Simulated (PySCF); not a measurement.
## Electronic structure of C$_{3}$H$_{9}$BF$_{2}$Si$_{2}$ (SMILES C[Si]1(B(F)F)C[SiH2]C1) in real space

Input file:

```
{"job": {"kind": "nmr", "xc": "PBE0", "basis": "pcSseg-1"}, "charge": 0, "multiplicity": 1}
C     -1.833759    -1.200307    -0.138585
Si    -0.539400     0.199659    -0.098009
B     -1.259739     2.016490    -0.394093
F     -0.499866     3.098183    -0.405106
F     -2.531101     2.312094    -0.602694
C      1.000882    -0.226526    -1.186929
Si     2.145998    -0.354417     0.346024
C      0.623937     0.051610     1.439709
H     -2.339985    -1.244349    -1.098327
H     -1.366375    -2.164358     0.033244
H     -2.594404    -1.060435     0.623695
H      1.289219     0.546752    -1.894069
H      0.907373    -1.147445    -1.755148
H      3.210453     0.649641     0.391759
H      2.703443    -1.691095     0.568153
H      0.727012     0.961886     2.024404
H      0.349314    -0.735352     2.136062
```

Command:

```sh
OMP_NUM_THREADS=1 python probes_run.py task.json out
```

Geometry: GFN2-xTB.

All numbers below come from PBE0/pcSseg-1, SCF density, gas phase, non-relativistic (PySCF).

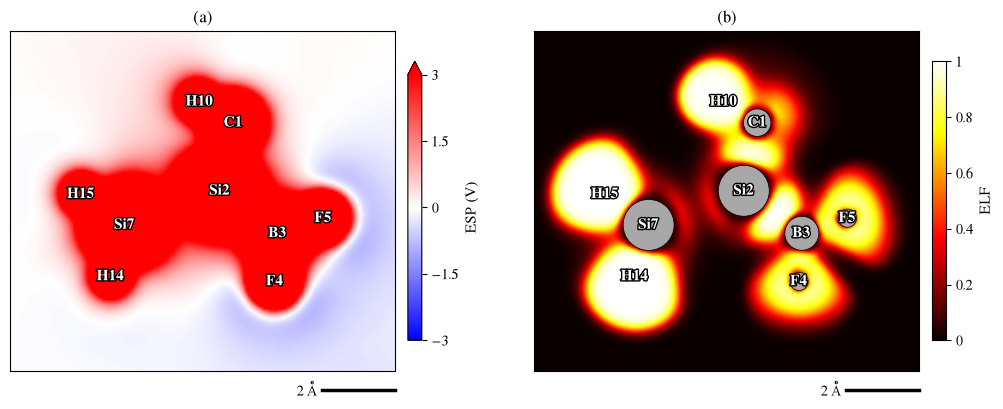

Figure 1. (a) molecular electrostatic potential; (b) electron localisation function on the plane of atoms F4, B3 and F5. Grey discs cover the atomic cores in the ELF map.

**Interpret the plot.**

- Atoms in the plane: C, Si, B, F and H.
- B–F (1.32 Å): the ELF peaks at about 0.85 between the atoms, as expected for a shared but strongly polarised pair.
- C–Si (1.91 Å): the ELF peaks at about 0.95 between the atoms; localised, covalent bonding.
- Si–B (1.98 Å): the ELF peaks at about 1 between the atoms, as expected for a covalent bond.
- C–H (1.09 Å): the ELF climbs to about 1 towards the hydrogen, as it does in any bond to H; an ordinary covalent bond to hydrogen.
- Si–H (1.46 Å): the ELF climbs to about 1 towards the hydrogen.
- The ELF also peaks beside F4 and F5, away from the bonds: lone-pair regions.
- Outside the dense part of the molecule the potential is most negative (−0.8 V) near F5.

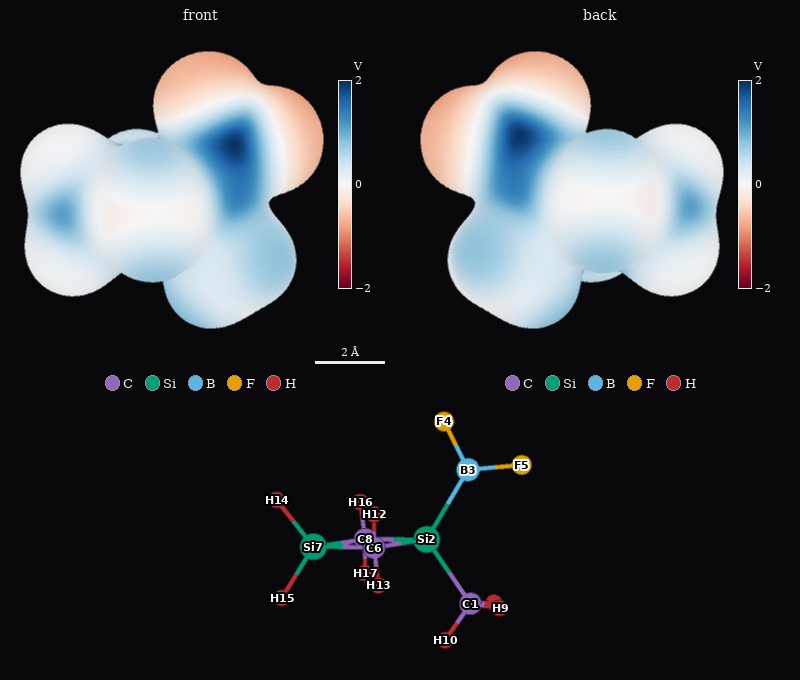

Figure 2. The molecular electrostatic potential painted on the density surface at 0.002 e/bohr³, seen from the front and from behind; the colour scale runs from red (negative) to blue (positive). The bare structure is drawn below in the same view.

**Which sites attract a positive test charge, and which a negative one?**

A positive charge is drawn to the negative regions and a negative charge to the positive ones. The most negative region (about −0.8 V, or −18 kcal/mol for a unit charge) lies over F4 and F5, the most positive (about +1.9 V, or +44 kcal/mol for a unit charge) over B3.

**How polar is the molecule by this calculation?**

Its dipole moment is 1.53 D.
